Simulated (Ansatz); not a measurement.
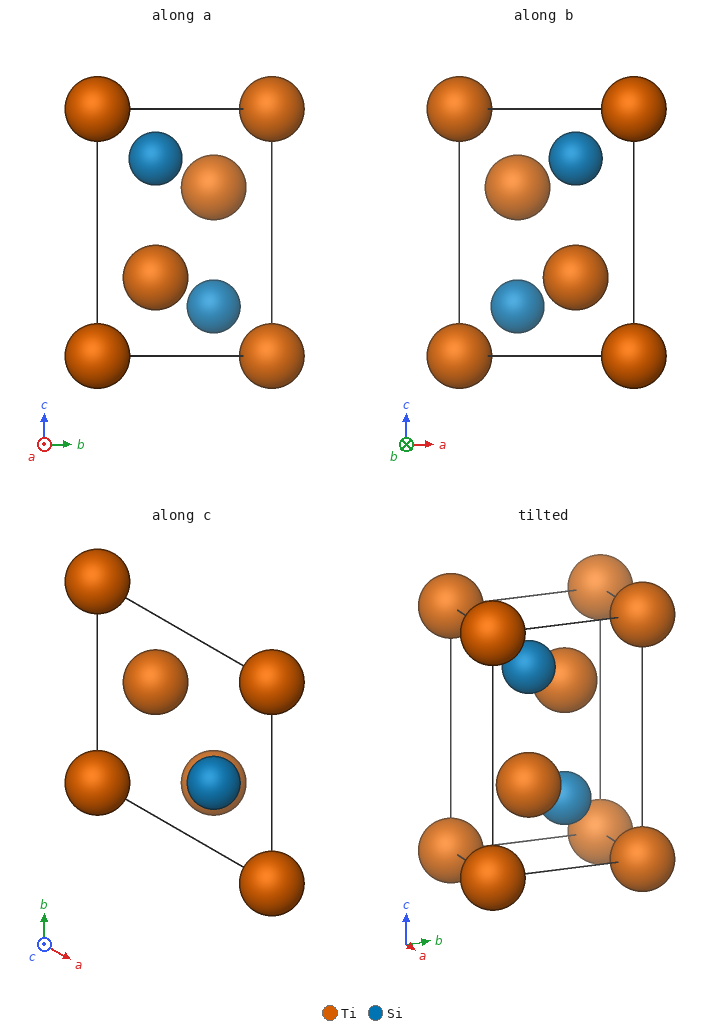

An orthographic spheres-only view of the structure, along the a axis, along the b axis, along the c axis and slightly off an axis. One conventional unit cell is framed, with atoms on its boundary repeated.

Lattice parameters: a = 4.3078 Å, b = 4.3078 Å, c = 5.2856 Å, α = 90.000°, β = 90.000°, γ = 120.000°.

**From the views, write a CIF in P1 with every atom of the cell, with free fractional coordinates to two decimals.**

```cif
data_structure
_symmetry_space_group_name_H-M 'P 1'
_symmetry_Int_Tables_number 1
_cell_length_a 4.3078
_cell_length_b 4.3078
_cell_length_c 5.2856
_cell_angle_alpha 90.000
_cell_angle_beta 90.000
_cell_angle_gamma 120.000
_cell_volume 84.95
loop_
_atom_site_label
_atom_site_type_symbol
_atom_site_fract_x
_atom_site_fract_y
_atom_site_fract_z
_atom_site_occupancy
Ti1 Ti 0.3333 0.6667 0.68 1
Ti2 Ti 0.6667 0.3333 0.32 1
Ti3 Ti 0.00 0.00 0.00 1
Si1 Si 0.3333 0.6667 0.20 1
Si2 Si 0.6667 0.3333 0.80 1
```

Source of the structure: a structure type filled with these elements by a generator (whether the compound takes this form wasn't checked). Earlier steps of the study, as a rule a relaxation of our own, may have changed the cell and positions, so they can lie some per cent off the listed ones. A calculation with Ansatz used it as input.
